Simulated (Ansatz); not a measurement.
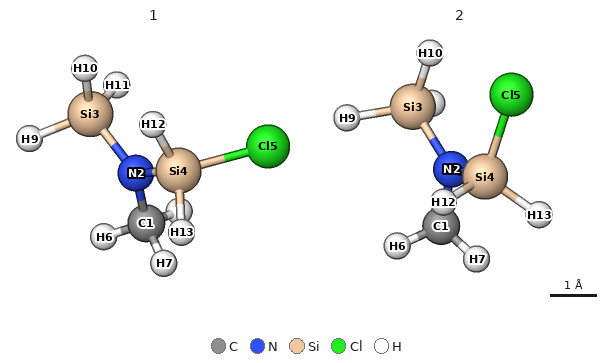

Two geometries of CH8ClNSi2, drawn at one scale. One is the start of a relaxation, the other its converged end. The picture is a ball-and-stick view, seen from a free direction.

The calculation used RKS PBE0-D4/def2-TZVP in Ansatz 0.2.0. (force threshold 0.005 eV/Å; at most 150 steps)

> Which one is relaxed?

Structure 1 is the relaxed one. The start comes from GFN2-xTB. The energy falls by 0.215 eV in 25 geometry steps. Largest force component: 0.94 eV/Å at the start, 0.0049 eV/Å at the end. The atom that moves furthest after the best rigid fit is the Cl atom (2.06 Å). Largest moves by element: Cl 2.06 Å, H 1.74 Å, Si 0.45 Å, C 0.27 Å, N 0.25 Å. Near-neighbour distances that change, for instance: Cl–Si 2.001 → 2.067 Å, H–Si 1.453 → 1.483 Å, N–Si 1.727 → 1.707 Å, H–Si 1.469 → 1.488 Å. Among the angles between lasting bonds that change: N–Si–H 105.6° → 111.6°, Si–N–Si 128.7° → 124.6°, N–Si–H 112.5° → 109.2°. Groups turn about N–Si by about 80°, C–N by about 45°. The run took of the order of 4 core-minutes on a shared host.
